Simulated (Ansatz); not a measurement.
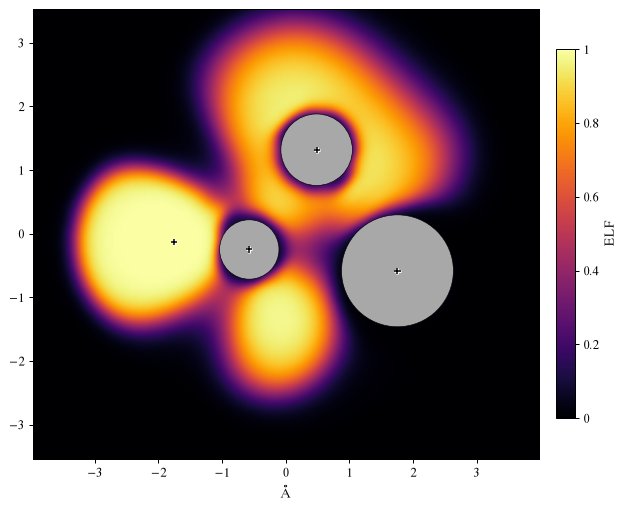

The electron localisation function on a plane through atoms (crosses mark nuclei in the plane; grey discs cover the cores).

These are results of Ansatz 0.2.0, RKS PBE0-D4/def2-TZVPP, not measurements.

Candidates:
A. BH2LiSTe
B. BH3Mg
C. C2H5Si (charge +1)

Which system is this?

Candidate A: BH2LiSTe on the plane of atoms S2, B4 and H5, which holds Li, S, B and H. B–S (1.89 Å): the ELF peaks at about 0.90 between the atoms; localised, covalent bonding. Li–S (2.29 Å): the ELF peaks at about 0.85 in the valence shell of S, 0.9 Å from its nucleus, and falls to about 0.05 next to Li; a closed-shell, largely ionic contact.
